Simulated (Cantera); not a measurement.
Input: 1 mol Fe2O3, 1.2 mol SO3, 3.1 mol CO2, equilibrated at 10000 Pa.

Equilibrium computed with Cantera from the NASA thermochemical tables; the gas is ideal and each condensed phase is pure. Candidate condensed phases: C, Fe, Fe(CO)5, FeO, FeS, FeSO4, FeS2, Fe2O3, Fe2(SO4)3, Fe3O4, S; 25 gas species. Rates play no part.

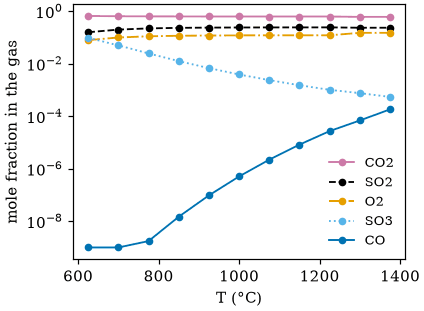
Figure. Equilibrium gas composition (values under 1e-9 drawn at 1e-9)

Read off the mole fractions at 925 °C.

CO2 about 0.63, SO2 about 0.24, O2 about 0.12, SO3 about 0.0068, CO about 9.7e-8.
